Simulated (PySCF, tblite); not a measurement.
# C5H9BOSi: geometry, infrared bands and NMR shifts

Aim: predict the infrared bands and NMR shifts of C5H9BOSi (`C#CBOC/C=C\[SiH3]`).

Computed with tblite 0.8.0 and PySCF 2.14.0, with density-fitted response routines of our own, on a single molecule in the gas phase. Atoms count from 0, in the outputs and in this text.

## (1) Starting geometry

17 atoms, charge 0, multiplicity 1; geometry from: force field or distance geometry start.

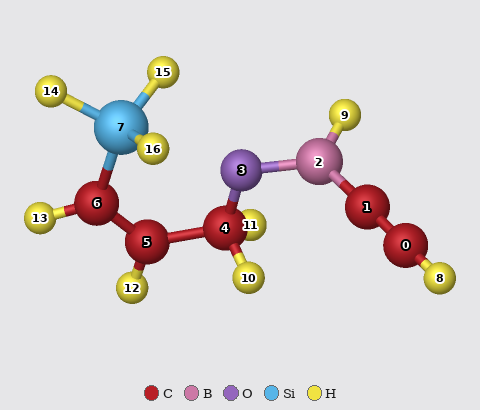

As it starts; carbon red, boron pink, oxygen purple, silicon blue, hydrogen yellow, atoms numbered; sticks join atoms by distance.

## (2) Geometry optimisation with GFN2-xTB

The job: settings as JSON, then the geometry in Å.

```
{"job": {"kind": "relax", "xc": "GFN2-xTB", "basis": "xTB"}, "charge": 0, "multiplicity": 1}
C      3.535200     1.564100     0.856000
C      2.600900     1.265800     0.132100
B      1.446800     0.845800    -0.751600
O      0.183800     0.291200    -0.273400
C      0.333800    -1.034100     0.072900
C     -0.897200    -1.698600     0.574500
C     -2.044500    -1.080700     0.705600
Si    -2.182400     0.698700     0.251600
H      4.357900     1.837300     1.476500
H      1.541700     0.961400    -1.922200
H      1.093100    -1.093000     0.896300
H      0.738300    -1.683500    -0.757000
H     -0.819700    -2.759600     0.865600
H     -2.898900    -1.660200     1.095400
H     -3.644400     1.003800     0.369600
H     -1.870300     0.947300    -1.156400
H     -1.480900     1.606100     1.152500
```

Command:

```
> OMP_NUM_THREADS=1 python probes_run.py task.json out
```

The driver reads the jobs from task.json and runs them one after another.

What it wrote:

```text
step      E/eV     max force
  0    -604.54349    2.031
  1    -604.68400    2.331
  2    -604.68484    3.641
  3    -604.78182    0.792
  4    -604.81458    0.579
  5    -604.85828    0.991
  6    -604.89234    0.548
  7    -604.92848    0.677
  8    -604.97516    0.730
  9    -605.02872    0.804
 10    -605.08321    0.763
 11    -605.14722    0.779
 12    -605.21951    0.808
 13    -605.30445    0.896
 14    -605.37534    0.662
 15    -605.42512    0.449
 16    -605.45492    0.415
 17    -605.46936    0.426
 18    -605.48306    0.233
 19    -605.49093    0.187
 20    -605.49787    0.226
 21    -605.50356    0.218
 22    -605.50915    0.204
 23    -605.51299    0.171
 24    -605.51637    0.166
 25    -605.52048    0.191
 26    -605.52607    0.222
 27    -605.53231    0.200
 28    -605.53818    0.203
 29    -605.54420    0.230
 30    -605.55147    0.217
 31    -605.55902    0.228
 32    -605.56533    0.170
 33    -605.56991    0.128
 34    -605.57372    0.138
 35    -605.57729    0.162
 36    -605.58019    0.118
 37    -605.58224    0.120
 38    -605.58418    0.119
 39    -605.58647    0.145
 40    -605.58919    0.150
 41    -605.59206    0.128
 42    -605.59425    0.117
 43    -605.59565    0.101
 44    -605.59691    0.115
 45    -605.59825    0.096
 46    -605.59941    0.070
 47    -605.60023    0.091
 48    -605.60079    0.055
 49    -605.60134    0.070
 50    -605.60202    0.097
 51    -605.60264    0.069
 52    -605.60314    0.053
 53    -605.60361    0.053
 54    -605.60416    0.077
 55    -605.60479    0.083
 56    -605.60544    0.055
 57    -605.60603    0.060
 58    -605.60664    0.079
 59    -605.60737    0.107
 60    -605.60815    0.089
 61    -605.60888    0.074
 62    -605.60962    0.084
 63    -605.61056    0.106
 64    -605.61184    0.137
 65    -605.61322    0.106
 66    -605.61431    0.084
 67    -605.61514    0.074
 68    -605.61602    0.118
 69    -605.61711    0.150
 70    -605.61824    0.107
 71    -605.61921    0.077
 72    -605.62007    0.079
 73    -605.62103    0.088
 74    -605.62214    0.157
 75    -605.62304    0.075
 76    -605.62372    0.103
 77    -605.62437    0.076
 78    -605.62548    0.155
 79    -605.62634    0.147
 80    -605.62741    0.124
 81    -605.62825    0.074
 82    -605.62909    0.067
 83    -605.62989    0.143
 84    -605.63069    0.098
 85    -605.63162    0.192
 86    -605.63289    0.092
 87    -605.63512    0.107
 88    -605.63730    0.136
 89    -605.63926    0.204
 90    -605.64120    0.129
 91    -605.64272    0.094
 92    -605.64407    0.092
 93    -605.64551    0.091
 94    -605.64706    0.093
 95    -605.64900    0.243
 96    -605.65090    0.102
 97    -605.65326    0.098
 98    -605.65501    0.103
 99    -605.65650    0.093
100    -605.65771    0.106
101    -605.65850    0.100
102    -605.65902    0.093
103    -605.65958    0.070
104    -605.66085    0.102
105    -605.66192    0.112
106    -605.66342    0.152
107    -605.66470    0.117
108    -605.66539    0.080
109    -605.66567    0.040
110    -605.66587    0.061
111    -605.66609    0.028
112    -605.66624    0.049
113    -605.66638    0.031
114    -605.66651    0.039
115    -605.66668    0.035
116    -605.66682    0.035
117    -605.66708    0.047
118    -605.66750    0.069
119    -605.66800    0.076
120    -605.66851    0.043
121    -605.66899    0.052
122    -605.66945    0.071
123    -605.66982    0.044
124    -605.67020    0.100
125    -605.67053    0.051
126    -605.67085    0.045
127    -605.67106    0.042
128    -605.67134    0.039
129    -605.67157    0.053
130    -605.67173    0.023
131    -605.67182    0.021
132    -605.67188    0.020
133    -605.67193    0.019
134    -605.67197    0.018
135    -605.67201    0.016
136    -605.67205    0.012
137    -605.67207    0.016
138    -605.67209    0.011
139    -605.67209    0.007
```

It took 1 s on 1 thread of Arm Neoverse V1, shared host; peak memory 0.18 GiB.

The steps of the relaxation: (not every step is listed)

```tsv
step	energy from step 0 (eV)	largest force (eV/Å)
0	0.0000	2.0310
1	-0.1405	2.3314
2	-0.1413	3.6413
3	-0.2383	0.7916
4	-0.2711	0.5790
5	-0.3148	0.9913
6	-0.3488	0.5478
7	-0.3850	0.6770
8	-0.4317	0.7297
20	-0.9544	0.2257
32	-1.0218	0.1699
44	-1.0534	0.1153
56	-1.0620	0.0546
68	-1.0725	0.1183
80	-1.0839	0.1242
92	-1.1006	0.0925
104	-1.1174	0.1023
116	-1.1233	0.0352
128	-1.1278	0.0391
134	-1.1285	0.0176
135	-1.1285	0.0159
136	-1.1286	0.0124
137	-1.1286	0.0157
138	-1.1286	0.0108
139	-1.1286	0.0075
```

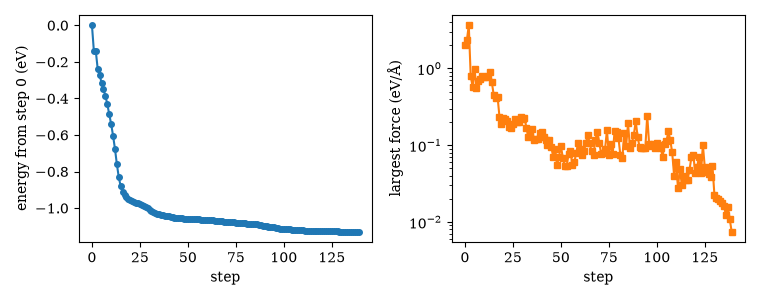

Energy and force, step by step.

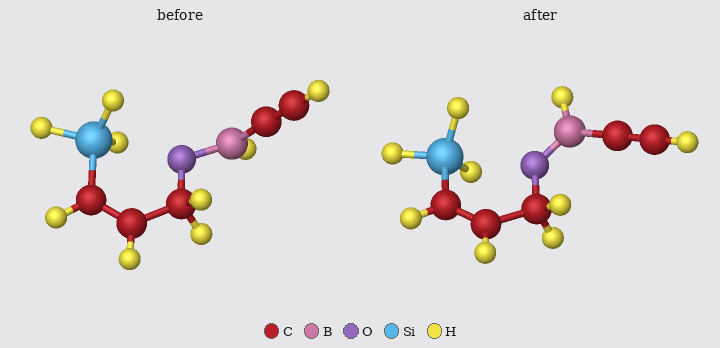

The geometry before (left) and after (right).

Close pairs (by a distance rule), those that changed most:

```tsv
bond	before (Å)	after (Å)	change (Å)
B2–O3	1.460	1.328	-0.132
C6–Si7	1.842	1.887	+0.046
C4–H11	1.129	1.101	-0.027
O3–C4	1.378	1.405	+0.027
C4–H10	1.122	1.099	-0.023
C6–H13	1.104	1.082	-0.022
Si7–H14	1.498	1.478	-0.021
C5–H12	1.103	1.084	-0.019
```

The final coordinates are the input of the step that follows.

## (3) Vibrational analysis with GFN2-xTB

The job: settings as JSON, then the geometry in Å.

```
{"job": {"kind": "ir", "xc": "GFN2-xTB", "basis": "xTB"}, "charge": 0, "multiplicity": 1}
C      3.755829     0.906461     0.534020
C      2.617071     1.081606     0.185559
B      1.165057     1.289152    -0.237106
O      0.248637     0.329177    -0.187361
C      0.480796    -0.989328     0.239601
C     -0.757313    -1.562559     0.860597
C     -1.949873    -1.003026     0.740773
Si    -2.305421     0.567732    -0.242811
H      4.755997     0.772231     0.832531
H      0.797839     2.333359    -0.626038
H      1.318848    -1.024026     0.949329
H      0.763976    -1.596470    -0.634709
H     -0.590878    -2.482075     1.410428
H     -2.784605    -1.491512     1.224977
H     -3.780724     0.649533    -0.256053
H     -1.900844     0.457156    -1.644105
H     -1.841390     1.774618     0.438305
```

What it wrote:

```text
mode    cm-1     km/mol
  1      27.9      0.79
  2      49.9      0.50
  3      96.6      0.38
  4     127.9     13.27
  5     200.3      1.46
  6     266.2     14.21
  7     271.7      0.40
  8     302.8      2.93
  9     319.9      0.81
 10     385.9      5.18
 11     528.9     40.31
 12     553.6     78.20
 13     584.9     14.80
 14     653.9     30.41
 15     675.9      4.93
 16     682.3     27.06
 17     696.1     43.14
 18     726.6    103.28
 19     768.1    116.04
 20     779.6    201.62
 21     846.2    288.94
 22     873.0     69.42
 23     876.2    151.30
 24     927.2      4.77
 25     937.6      0.26
 26     986.4      2.17
 27    1022.3      2.16
 28    1108.5     90.91
 29    1189.2     10.51
 30    1204.0     12.04
 31    1318.2     51.65
 32    1331.3    149.48
 33    1341.0    223.28
 34    1453.6      0.92
 35    1692.3     40.67
 36    2139.9    482.47
 37    2210.7     36.49
 38    2248.8    170.56
 39    2264.7    403.20
 40    2616.8    117.23
 41    2853.3     35.52
 42    2898.4     33.53
 43    3019.5     58.43
 44    3056.1     61.33
 45    3357.1      1.51
```

It took 0.6 s on 1 thread of Arm Neoverse V1, shared host; peak memory 0.18 GiB.

The strongest bands and the atoms that carry them (share of the mass-weighted mode):

```tsv
cm⁻¹	km/mol	atoms
780	201.6	C6 26 %, Si7 18 %, H16 16 %, H15 15 %
846	288.9	H16 29 %, H14 29 %, H15 24 %
876	151.3	H14 46 %, H16 24 %, H15 24 %
1331	149.5	B2 19 %, H12 17 %, H13 16 %, O3 13 %
1341	223.3	B2 33 %, O3 22 %, H11 12 %
2140	482.5	H14 94 %
2249	170.6	H15 82 %, H16 14 %
2265	403.2	H16 82 %, H15 14 %
```

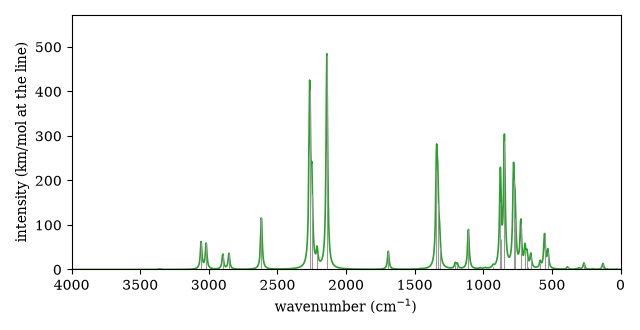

The infrared spectrum from these modes, unscaled. Lines are broadened to a width of 14 cm⁻¹ (Lorentzian).

## (4) NMR shieldings: PBE0/pcSseg-1

Settings changed since step 3:

```diff
@@ -1,2 +1,2 @@
-{"job": {"kind": "ir", "xc": "GFN2-xTB", "basis": "xTB"}, "charge": 0, "multiplicity": 1}
+{"job": {"kind": "nmr", "xc": "PBE0", "basis": "pcSseg-1"}, "charge": 0, "multiplicity": 1}
 C      3.755829     0.906461     0.534020
```

Level: GIAO PBE0/pcSseg-1 NMR shielding, non-relativistic, gas phase.

What it wrote:

```text
coarse grid: 14808 points
cycle   1  E = -584.7871358850  dE =  9.377e-01  |g| = 6.169e-01  |ddm| = 3.715e+00
cycle   2  E = -584.7020018043  dE =  8.513e-02  |g| = 9.037e-01  |ddm| = 1.129e+00
cycle   3  E = -584.8628732041  dE = -1.609e-01  |g| = 1.595e-01  |ddm| = 7.137e-01
cycle   4  E = -584.8679639432  dE = -5.091e-03  |g| = 5.428e-02  |ddm| = 1.453e-01
cycle   5  E = -584.8684912386  dE = -5.273e-04  |g| = 3.201e-02  |ddm| = 5.660e-02
cycle   6  E = -584.8687414886  dE = -2.503e-04  |g| = 5.017e-03  |ddm| = 2.322e-02
cycle   7  E = -584.8687473807  dE = -5.892e-06  |g| = 9.344e-04  |ddm| = 5.271e-03
final grid: 138736 points
cycle   8  E = -584.9269741313  dE = -3.435e-05  |g| = 1.015e-02  |ddm| = 3.392e-02
cycle   9  E = -584.9269527009  dE =  2.143e-05  |g| = 1.510e-02  |ddm| = 1.584e-02
cycle  10  E = -584.9269944686  dE = -4.177e-05  |g| = 1.613e-03  |ddm| = 9.357e-03
cycle  11  E = -584.9269950552  dE = -5.867e-07  |g| = 2.585e-04  |ddm| = 1.592e-03
cycle  12  E = -584.9269950693  dE = -1.410e-08  |g| = 9.447e-05  |ddm| = 2.939e-04
cycle  13  E = -584.9269950705  dE = -1.191e-09  |g| = 6.307e-05  |ddm| = 9.848e-05
cycle  14  E = -584.9269950715  dE = -1.026e-09  |g| = 9.202e-06  |ddm| = 4.757e-05
cycle  15  E = -584.9269950715  dE = -1.705e-11  |g| = 4.638e-06  |ddm| = 1.065e-05
converged SCF energy = -584.9269950715

GIAO shielding tensors (ppm)
atom      isotropic    diamagn.    paramagn.     s11        s22        s33       span
  0 C       76.942     261.788    -184.846      7.549     15.582    207.696    200.147
  1 C       95.614     257.995    -162.381     -4.073     -0.283    291.197    295.270
  2 B       67.073     197.385    -130.312     42.207     53.696    105.316     63.109
  3 O      130.474     401.097    -270.623    -83.648    130.624    344.445    428.093
  4 C      111.837     246.344    -134.507     87.556     99.542    148.413     60.857
  5 C       35.817     256.670    -220.854    -89.184     51.306    145.328    234.513
  6 C       58.200     258.798    -200.598    -56.330     49.604    181.325    237.656
  7 Si     438.264     878.572    -440.309    415.765    425.466    473.559     57.794
  8 H       28.867      33.375      -4.508     24.719     25.319     36.562     11.844
  9 H       26.845      30.173      -3.329     24.004     27.694     28.836      4.833
 10 H       26.214      31.354      -5.140     21.250     28.447     28.946      7.696
 11 H       26.607      30.028      -3.421     23.163     25.777     30.882      7.719
 12 H       24.958      30.029      -5.071     23.392     23.988     27.494      4.101
 13 H       25.429      28.813      -3.385     24.331     24.489     27.467      3.136
 14 H       27.666      28.289      -0.623     24.176     25.758     33.064      8.888
 15 H       27.186      29.232      -2.047     23.696     26.852     31.009      7.312
 16 H       27.207      29.445      -2.238     23.256     27.284     31.080      7.824
```

Wall time 38 s (1 thread of Arm Neoverse V1, shared host); peak memory 0.76 GiB.

The references, computed at this level on geometries of the same kind, shield at (ppm): 1H TMS 31.72, 13C TMS 186.9, 29Si TMS 349.2, 17O H2O 336.1, 11B BF3·OEt2 100.1. Their shielding less the atom's gives the shift. The references are single molecules in the gas phase, so shifts against H2O, NH3, PH3, H3PO4 or CFCl3 are not on the usual liquid scales and can be off by tens of ppm. Atoms listed in one row are averaged.

```tsv
atoms	environment	σ (ppm)	δ (ppm)	δ scaled to CDCl3
C5	alkene CH	35.8	151.1	145.6
C6	alkene CH	58.2	128.7	123.7
C0	terminal alkyne carbon	76.9	110.0	105.4
C1	alkyne carbon	95.6	91.3	87.2
C4	allylic sp3 CH2 bonded to O	111.8	75.1	71.4
H12	hydrogen on an alkene CH	24.96	6.76	6.48
H13	hydrogen on an alkene CH	25.43	6.29	6.03
H10, H11	hydrogen on an allylic sp3 CH2 bonded to O	26.41	5.31	5.11
H9	hydrogen on a boron bonded to C, O	26.84	4.87	–
H14, H15, H16	hydrogen on a silicon bonded to C	27.35	4.36	–
H8	hydrogen on a terminal alkyne carbon	28.87	2.85	2.79
B2	boron bonded to C, O, H	67.1	33.0	–
O3	oxygen bonded to C, B	130.5	205.6	–
Si7	silicon bonded to C, 3 H	438.3	-89.1	–
```

The scaled column applies a straight-line fit of computed shieldings to shifts measured in CDCl3 (root-mean-square error 0.16 ppm for H, 1.9 ppm for C).

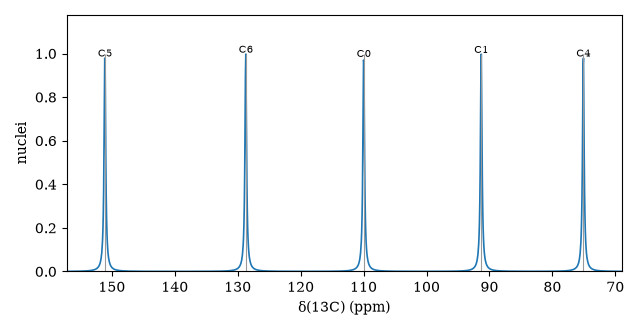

13C lines at the computed shifts, without couplings. Lines are broadened to a width of 0.30 ppm (Lorentzian).

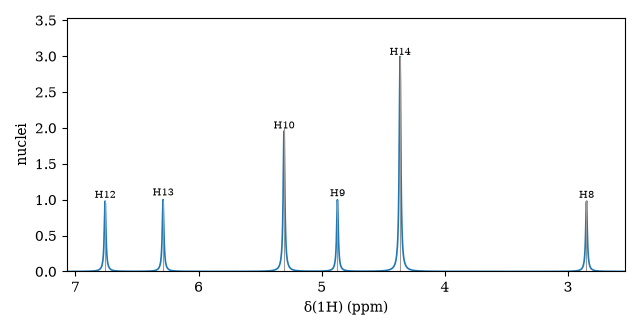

1H lines at the computed shifts, without couplings. Lines are broadened to a width of 0.02 ppm (Lorentzian).

The run also stored atomic charges by several schemes (e):

```tsv
atoms	Mulliken	IAO	Hirshfeld	ESP fit
C0	-0.22	-0.17	-0.07	-0.31
C1	-0.09	-0.16	-0.12	-0.21
B2	0.44	0.23	0.20	0.43
O3	-0.53	-0.33	-0.10	-0.17
C4	0.11	-0.06	0.02	0.10
C5	-0.19	-0.13	-0.04	-0.13
C6	-0.41	-0.43	-0.15	-0.36
Si7	0.59	0.61	0.28	0.45
```

Mulliken charges:

C0 -0.22; C1 -0.09; B2 0.44; O3 -0.53; C4 0.11; C5 -0.19; C6 -0.41; Si7 0.59; H8 0.07; H9 0.01; H10 0.14; H11 0.15; H12 0.11; H13 0.13; H14 -0.12; H15 -0.09; H16 -0.09

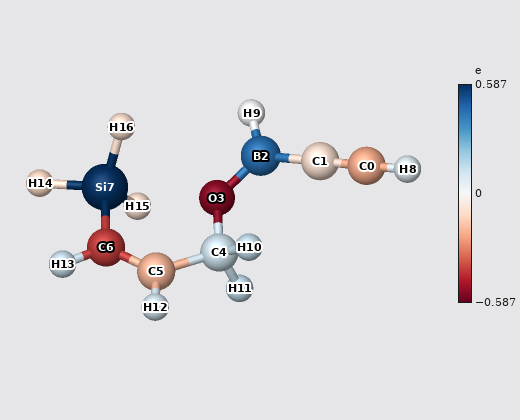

Mulliken charges, as colours on the atoms.

Mayer bond orders: C0–C1 2.52, C1–B2 1.01, B2–O3 1.21, O3–C4 0.84, C4–C5 1.05, C5–C6 1.95, C6–Si7 0.87.

Orbitals, density, ELF and potential are computed afterwards from the orbital file.

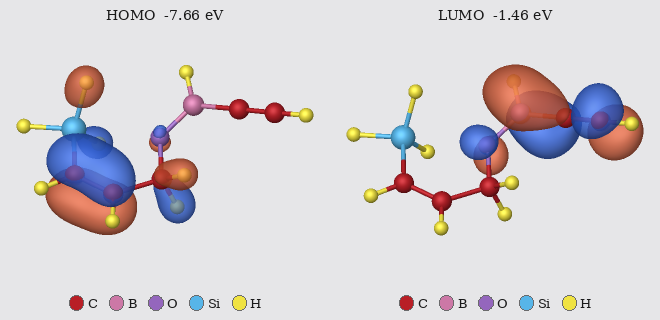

Frontier orbitals at PBE0/pcSseg-1; each surface holds 70 % of the orbital's density, blue and red mark the sign.

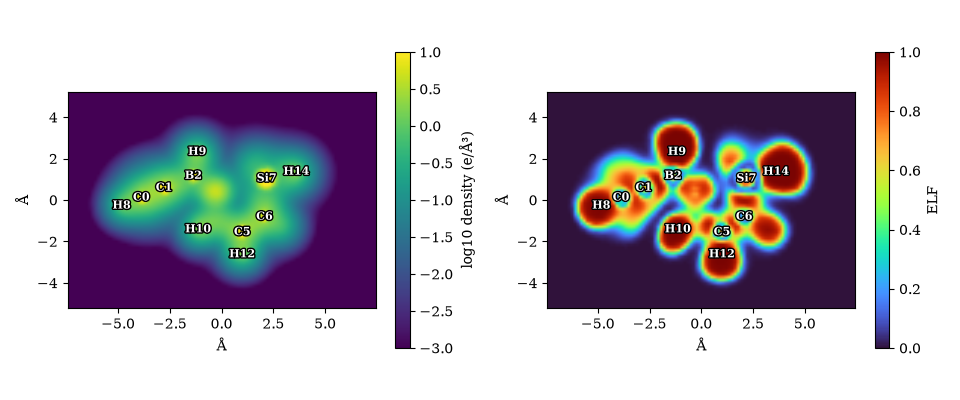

Density (left) and ELF (right) in a plane through or near 11 of the atoms.

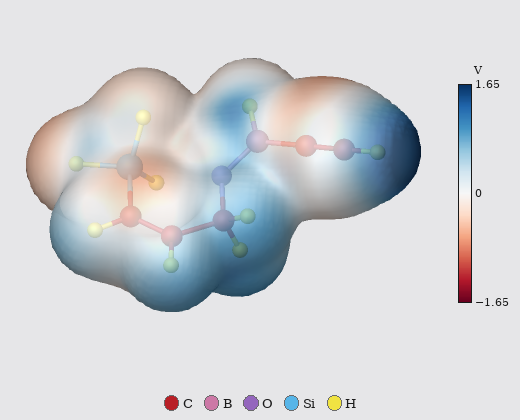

Electrostatic potential on the surface of density 0.002 e/bohr³; red is low, blue high. It runs from -0.58 V near C1 to 1.65 V near H8.

## (5) Results

```
                                                              quantity                                   value
                             strongest single infrared mode (GFN2-xTB)                   2140 cm⁻¹, 482 km/mol
                                          zero-point energy (GFN2-xTB)                           75.0 kcal/mol
                                13C shifts against TMS (PBE0/pcSseg-1)     151.1, 128.7, 110.0, 91.3, 75.1 ppm
1H shifts against TMS (PBE0/pcSseg-1, means over atoms taken as alike)  6.76, 6.29, 5.31, 4.87, 4.36, 2.85 ppm
                           11B shifts against BF3·OEt2 (PBE0/pcSseg-1)                                33.0 ppm
                                17O shifts against H2O (PBE0/pcSseg-1)                               205.6 ppm
                               29Si shifts against TMS (PBE0/pcSseg-1)                               -89.1 ppm
                                 surface potential, least and greatest                      -0.58 V and 1.65 V
```

The optimisation took 139 steps and gained 1.129 eV; among the close pairs (by a distance rule), B2–O3 changed most, from 1.460 to 1.328 Å. No mode is imaginary among the 45: a minimum at this level. The strongest single mode, at 2140 cm⁻¹, moves mainly H14. Unscaled tight-binding wavenumbers are off by several per cent, some by more. Its intensities can rank the bands wrongly. At PBE0/pcSseg-1: The largest span, 428 ppm, is at O3, where the paramagnetic term is -271 ppm. At PBE0/pcSseg-1, counted by nearest atom on the grid, the HOMO lies on C5, C6 about 33 % each; H11, H16 about 6 % each, the LUMO on B2 36 %; C0 23 %.
